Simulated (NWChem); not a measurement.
## Run report: AlH3S, single-point calculation (part 1 of 3)

System: AlH3S.
Method: B3LYP/6-31G*, RKS (NWChem 7.3.0).

A bond length was changed on purpose from its optimised value.

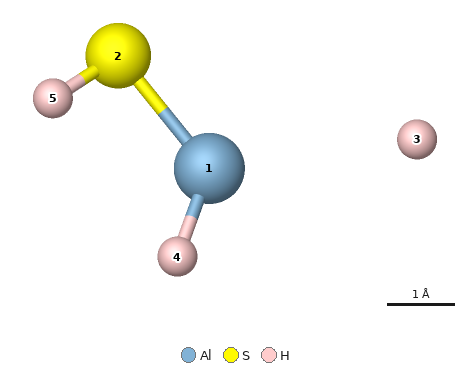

Fig. 1: The input geometry (ball-and-stick view, seen at a tilt; atoms are numbered from 1 in the order of the input). Sticks mark near contacts.

Key numbers

| quantity | value |
| --- | --- |
| outcome | converged |
| total energy | −642.300243 hartree |
| basis functions | 42 |
| HOMO | −5.96 eV |
| LUMO | −3.63 eV |
| dipole moment | 3.46 D |
| hardware | 1 thread of AMD EPYC (Zen 3), 16 GiB of memory available, shared host |
| wall time | 11 s |
| peak memory | 0.12 GiB |

The input
```
start alh3s
title "AlH3S B3LYP"
memory stack 880 mb heap 220 mb global 1100 mb

geometry units bohr noautosym nocenter noautoz
  Al  1.93239425  1.20727421 -1.55154830
  S   5.23034428  0.68022960  0.86408861
  H  -3.74487026 -1.22851095  0.66348284
  H   2.26309632  2.64384401 -4.14935480
  H   6.79995080  1.87245781 -0.73764325
end

basis spherical bse
  Al library 6-31G*
  S library 6-31G*
  H library 6-31G*
end

dft
  xc b3lyp
  mult 1
  grid xfine
  convergence energy 1e-08
  maxiter 100
  mulliken
end

task dft energy
```

Launch command:
```bash
nwchem alh3s.nw > alh3s.out
```

What the program printed
```
Northwest Computational Chemistry Package (NWChem) 7.3.0
             --------------------------------------------------------

           Job information
           ---------------

    nwchem branch   = 7.3.0
    use scalapack   = T
    input           = alh3s.nw
    prefix          = alh3s.
    data base       = ./alh3s.db
    status          = startup
    nproc           =        1

           Memory information
           ------------------

    heap     =     28835834 doubles =      220.0 Mbytes
    stack    =    115343359 doubles =      880.0 Mbytes
    global   =    144179200 doubles =     1100.0 Mbytes (distinct from heap & stack)
    total    =    288358393 doubles =     2200.0 Mbytes
    verify   = yes
    hardfail = no

           Directory information
           ---------------------

  0 permanent = .
  0 scratch   = .

                                NWChem Input Module
                                -------------------

                                    AlH3S B3LYP
                                    -----------

                             Geometry "geometry" -> ""
                             -------------------------

 Output coordinates in a.u. (scale by  1.000000000 to convert to a.u.)

  No.       Tag          Charge          X              Y              Z
 ---- ---------------- ---------- -------------- -------------- --------------
    1 Al                  13.0000     1.93239425     1.20727421    -1.55154830
    2 S                   16.0000     5.23034428     0.68022960     0.86408861
    3 H                    1.0000    -3.74487026    -1.22851095     0.66348284
    4 H                    1.0000     2.26309632     2.64384401    -4.14935480
    5 H                    1.0000     6.79995080     1.87245781    -0.73764325

      Atomic Mass
      -----------

      Al                26.981540
      S                 31.972070
      H                  1.007825

 Effective nuclear repulsion energy (a.u.)      70.4330475574

            Nuclear Dipole moment (a.u.)
            ----------------------------
        X                 Y               Z
 ---------------- ---------------- ----------------
   114.1248105900    29.8660292000   -10.5682253500

            XYZ format geometry
            -------------------
     5
 geometry
 Al                    1.02257907     0.63886205    -0.82104406
 S                     2.76777920     0.35996203     0.45725603
 H                    -1.98170014    -0.65010004     0.35110002
 H                     1.19757908     1.39906210    -2.19574416
 H                     3.59837926     0.99086207    -0.39034403

 ==============================================================================
                                internuclear distances
 ------------------------------------------------------------------------------
       center one      |      center two      | atomic units |       a.u.
 ------------------------------------------------------------------------------
    2 S                |   1 Al               |     4.12184  |     4.12184
    4 H                |   1 Al               |     2.98692  |     2.98692
    5 H                |   2 S                |     2.53981  |     2.53981
 ------------------------------------------------------------------------------
                         number of included internuclear distances:          3
 ==============================================================================

 ==============================================================================
                                 internuclear angles
 ------------------------------------------------------------------------------
        center 1       |       center 2       |       center 3       |  degrees
 ------------------------------------------------------------------------------
    2 S                |   1 Al               |   4 H                |   118.86
    1 Al               |   2 S                |   5 H                |    93.72
 ------------------------------------------------------------------------------
                            number of included internuclear angles:          2
 ==============================================================================

                      Basis "ao basis" -> "" (spherical)
                      -----
  [basis functions not shown]

 Summary of "ao basis" -> "" (spherical)
 ------------------------------------------------------------------------------
       Tag                 Description            Shells   Functions and Types
 ---------------- ------------------------------  ------  ---------------------
 Al                          6-31G*                  8       18   4s3p1d
 S                           6-31G*                  8       18   4s3p1d
 H                           6-31G*                  2        2   2s

                                 NWChem DFT Module
                                 -----------------

                                    AlH3S B3LYP

 Summary of "ao basis" -> "ao basis" (spherical)
 ------------------------------------------------------------------------------
       Tag                 Description            Shells   Functions and Types
 ---------------- ------------------------------  ------  ---------------------
 Al                          6-31G*                  8       18   4s3p1d
 S                           6-31G*                  8       18   4s3p1d
 H                           6-31G*                  2        2   2s

  Caching 1-el integrals
  itol2e modified to match energy
  convergence criterion.
  tol_rho modified to match energy
  convergence criterion.

            General Information
            -------------------
          SCF calculation type: DFT
          Wavefunction type:  closed shell.
          No. of atoms     :     5
          No. of electrons :    32
           Alpha electrons :    16
            Beta electrons :    16
          Charge           :     0
          Spin multiplicity:     1
          Use of symmetry is: off; symmetry adaption is: off
          Maximum number of iterations: 100
          AO basis - number of functions:    42
                     number of shells:    22
          Convergence on energy requested:  1.00D-08
          Convergence on density requested:  1.00D-05
          Convergence on gradient requested:  5.00D-04

              XC Information
              --------------
                         B3LYP Method XC Potential
                     Hartree-Fock (Exact) Exchange  0.200
                        Slater Exchange Functional  0.800 local
                    Becke 1988 Exchange Functional  0.720 non-local
              Lee-Yang-Parr Correlation Functional  0.810
                  VWN I RPA Correlation Functional  0.190 local

             Grid Information
             ----------------
          Grid used for XC integration:  xfine
          Radial quadrature: Mura-Knowles
          Angular quadrature: Lebedev.
          Tag              B.-S. Rad. Rad. Pts. Rad. Cut. Ang. Pts.
          ---              ---------- --------- --------- ---------
          Al                  1.25      125          10.0      1454
          S                   1.00      125          12.0      1454
          H                   0.35      100          13.0      1202
          Grid pruning is: on
          Number of quadrature shells:   550
          Spatial weights used:  Erf1

          Convergence Information
          -----------------------
          Convergence aids based upon iterative change in
          total energy or number of iterations.
          Levelshifting, if invoked, occurs when the
          HOMO/LUMO gap drops below (HL_TOL):  1.00D-02
          DIIS, if invoked, will attempt to extrapolate
          using up to (NFOCK): 10 stored Fock matrices.

                    Damping( 0%)  Levelshifting(0.5)       DIIS
                  --------------- ------------------- ---------------
          dE  on:    start            ASAP                start
          dE off:    2 iters        100 iters           100 iters

      Screening Tolerance Information
      -------------------------------
          Density screening/tol_rho:  1.00D-11
          AO Gaussian exp screening on grid/accAOfunc:  18
          CD Gaussian exp screening on grid/accCDfunc:  20
          XC Gaussian exp screening on grid/accXCfunc:  20
          Schwarz screening/accCoul:  1.00D-09

      Superposition of Atomic Density Guess
      -------------------------------------

 Sum of atomic energies:        -640.80902910

      Non-variational initial energy
      ------------------------------

 Total energy =    -640.944563
 1-e energy   =   -1027.691003
 2-e energy   =     316.313393
 HOMO         =      -0.208309
 LUMO         =      -0.093929

   Time after variat. SCF:      0.2

     ---------------------------------------------
      Total Density - Mulliken Population Analysis
     ---------------------------------------------

    Atom       Charge   Shell Charges
 -----------   ------   -------------------------------------------------------
    1 Al  13    12.03   2.00  2.00  5.97  0.84  0.56  0.35  0.23  0.08
    2 S   16    16.56   2.00  2.00  5.98  1.33  3.15  0.52  1.55  0.02
    3 H    1     1.66   0.46  1.21
    4 H    1     1.02   0.42  0.60
    5 H    1     0.72   0.39  0.34
   Time prior to 1st pass:      0.2

 Grid_pts file          = ./alh3s.gridpts.0
 Record size in doubles =  12289        No. of grid_pts per rec  =   3070
 Max. records in memory =    288        Max. recs in file   = *********

           Memory utilization after 1st SCF pass:
           Heap Space remaining (MW):        0.00                 327
          Stack Space remaining (MW):      115.34           115342972

   convergence    iter        energy       DeltaE   RMS-Dens  Diis-err    time
 ---------------- ----- ----------------- --------- --------- ---------  ------
 d= 0,ls=0.0,diis     1   -642.1969653342 -7.13D+02  5.29D-02  2.82D-01     1.1
 Grid integrated density:      32.000000340173
 Requested integration accuracy:   0.10E-07
 d= 0,ls=0.0,diis     2   -641.9017285184  2.95D-01  4.89D-02  5.15D-01     1.9
 d= 0,ls=0.0,diis     3   -642.2528933035 -3.51D-01  1.39D-02  9.84D-02     2.6
 d= 0,ls=0.0,diis     4   -642.2975479989 -4.47D-02  7.20D-03  8.13D-03     3.5
 d= 0,ls=0.0,diis     5   -642.2926024371  4.95D-03  2.81D-03  1.68D-02     4.5
  Resetting Diis
 d= 0,ls=0.0,diis     6   -642.2988505790 -6.25D-03  9.22D-04  3.21D-03     5.2
 d= 0,ls=0.0,diis     7   -642.2998302556 -9.80D-04  5.77D-03  9.60D-04     5.9
 d= 0,ls=0.0,diis     8   -642.2922580607  7.57D-03  4.70D-03  1.85D-02     6.7
 d= 0,ls=0.0,diis     9   -642.3002421037 -7.98D-03  6.53D-05  4.05D-06     7.4
 d= 0,ls=0.0,diis    10   -642.3002428042 -7.00D-07  1.53D-05  3.67D-07     8.1
 d= 0,ls=0.0,diis    11   -642.3002428733 -6.91D-08  4.78D-06  2.68D-08     8.8
 d= 0,ls=0.0,diis    12   -642.3002428842 -1.08D-08  9.85D-07  1.29D-09     9.6
 d= 0,ls=0.0,diis    13   -642.3002428846 -4.02D-10  2.17D-07  3.45D-11    10.3

         Total DFT energy =     -642.300242884578
      One electron energy =    -1028.155805767368
           Coulomb energy =      360.767953257504
    Exchange-Corr. energy =      -45.345437932144
 Nuclear repulsion energy =       70.433047557430

 Numeric. integr. density =       31.999999982060

     Total iterative time =     10.1s

                       DFT Final Molecular Orbital Analysis
                       ------------------------------------

 Vector    1  Occ=2.000000D+00  E=-8.887588D+01
              MO Center=  2.8D+00,  3.6D-01,  4.6D-01, r^2= 3.6D-03
   Bfn.  Coefficient  Atom+Function         Bfn.  Coefficient  Atom+Function
  ----- ------------  ---------------      ----- ------------  ---------------
    19      0.996608  2 S  s

 Vector    2  Occ=2.000000D+00  E=-5.611465D+01
              MO Center=  1.0D+00,  6.4D-01, -8.2D-01, r^2= 5.5D-03
   Bfn.  Coefficient  Atom+Function         Bfn.  Coefficient  Atom+Function
  ----- ------------  ---------------      ----- ------------  ---------------
     1      0.997230  1 Al s

 Vector    3  Occ=2.000000D+00  E=-7.957190D+00
              MO Center=  2.8D+00,  3.6D-01,  4.6D-01, r^2= 7.6D-02
   Bfn.  Coefficient  Atom+Function         Bfn.  Coefficient  Atom+Function
  ----- ------------  ---------------      ----- ------------  ---------------
    20      1.027112  2 S  s                 19     -0.280764  2 S  s
    24      0.040721  2 S  s                 28     -0.025372  2 S  s

 Vector    4  Occ=2.000000D+00  E=-5.920245D+00
              MO Center=  2.8D+00,  3.6D-01,  4.6D-01, r^2= 6.9D-02
   Bfn.  Coefficient  Atom+Function         Bfn.  Coefficient  Atom+Function
  ----- ------------  ---------------      ----- ------------  ---------------
    21      0.790770  2 S  px                23     -0.436683  2 S  pz
    22      0.406442  2 S  py                25      0.025347  2 S  px

 Vector    5  Occ=2.000000D+00  E=-5.915946D+00
              MO Center=  2.8D+00,  3.6D-01,  4.6D-01, r^2= 6.9D-02
   Bfn.  Coefficient  Atom+Function         Bfn.  Coefficient  Atom+Function
  ----- ------------  ---------------      ----- ------------  ---------------
    23      0.766181  2 S  pz                21      0.564512  2 S  px
    22     -0.275226  2 S  py

 Vector    6  Occ=2.000000D+00  E=-5.913035D+00
              MO Center=  2.8D+00,  3.6D-01,  4.6D-01, r^2= 6.8D-02
   Bfn.  Coefficient  Atom+Function         Bfn.  Coefficient  Atom+Function
  ----- ------------  ---------------      ----- ------------  ---------------
    22      0.860867  2 S  py                23      0.451531  2 S  pz
    21     -0.193125  2 S  px                26      0.025858  2 S  py

 Vector    7  Occ=2.000000D+00  E=-4.205901D+00
              MO Center=  1.0D+00,  6.4D-01, -8.2D-01, r^2= 1.3D-01
   Bfn.  Coefficient  Atom+Function         Bfn.  Coefficient  Atom+Function
  ----- ------------  ---------------      ----- ------------  ---------------
     2      1.026839  1 Al s                  1     -0.262455  1 Al s
     6      0.025754  1 Al s

 Vector    8  Occ=2.000000D+00  E=-2.761269D+00
              MO Center=  1.0D+00,  6.4D-01, -8.2D-01, r^2= 1.3D-01
   Bfn.  Coefficient  Atom+Function         Bfn.  Coefficient  Atom+Function
  ----- ------------  ---------------      ----- ------------  ---------------
     4      0.862402  1 Al py                 5      0.452282  1 Al pz
     3     -0.193479  1 Al px                 8      0.025404  1 Al py

 Vector    9  Occ=2.000000D+00  E=-2.757996D+00
              MO Center=  1.0D+00,  6.4D-01, -8.2D-01, r^2= 1.3D-01
   Bfn.  Coefficient  Atom+Function         Bfn.  Coefficient  Atom+Function
  ----- ------------  ---------------      ----- ------------  ---------------
     3      0.954851  1 Al px                 4      0.257690  1 Al py
     5     -0.082888  1 Al pz                 7      0.030861  1 Al px

 Vector   10  Occ=2.000000D+00  E=-2.755221D+00
              MO Center=  1.0D+00,  6.4D-01, -8.2D-01, r^2= 1.3D-01
   Bfn.  Coefficient  Atom+Function         Bfn.  Coefficient  Atom+Function
  ----- ------------  ---------------      ----- ------------  ---------------
     5      0.879541  1 Al pz                 4     -0.418885  1 Al py
     3      0.188928  1 Al px                 9      0.028454  1 Al pz

 Vector   11  Occ=2.000000D+00  E=-7.510503D-01
              MO Center=  2.8D+00,  5.2D-01,  1.8D-01, r^2= 1.1D+00
   Bfn.  Coefficient  Atom+Function         Bfn.  Coefficient  Atom+Function
  ----- ------------  ---------------      ----- ------------  ---------------
    24      0.672635  2 S  s                 20     -0.332906  2 S  s
    28      0.242212  2 S  s                 41      0.160780  5 H  s
    27     -0.106983  2 S  pz                 6      0.104952  1 Al s
    19      0.072829  2 S  s                 42      0.066447  5 H  s
     7      0.064062  1 Al px                26      0.061643  2 S  py
```
